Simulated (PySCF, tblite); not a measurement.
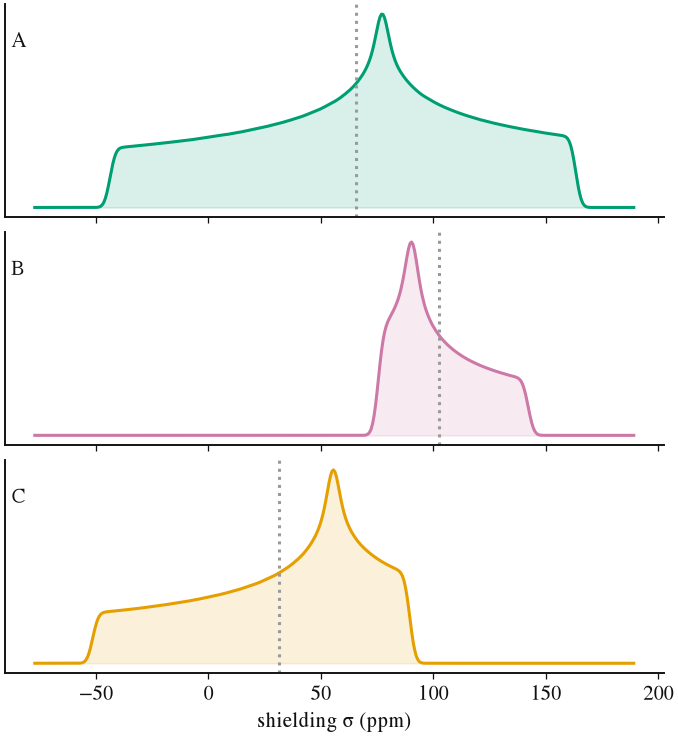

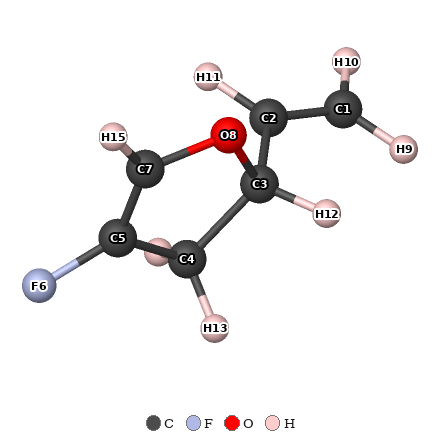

Static powder patterns (¹³C) from GIAO shielding tensors of C₆H₇FO, SMILES C=C[C@@H]1CC(F)=CO1, PBE0/pcSseg-1 with PySCF 2.14.0, at a GFN2-xTB geometry (a minimum by its frequencies); absolute shielding, one fixed geometry of the isolated molecule without any motion, no dipolar terms. The dotted line is the isotropic value; skew is 3(σiso − σ22)/span.

The panels belong to C1, C3 and C5. Which is which?

panel A: C1, σ11, σ22, σ33 = −44, 77, 163 ppm, isotropic 66, span 207 ppm, skew −0.17; panel B: C3, σ11, σ22, σ33 = 76, 90, 142 ppm, isotropic 103, span 67 ppm, skew 0.55; panel C: C5, σ11, σ22, σ33 = −51, 56, 90 ppm, isotropic 31, span 141 ppm, skew −0.52.

Known limits of this run: the tight-binding geometry is rougher than a DFT one and adds to the error; one conformer of a flexible molecule.
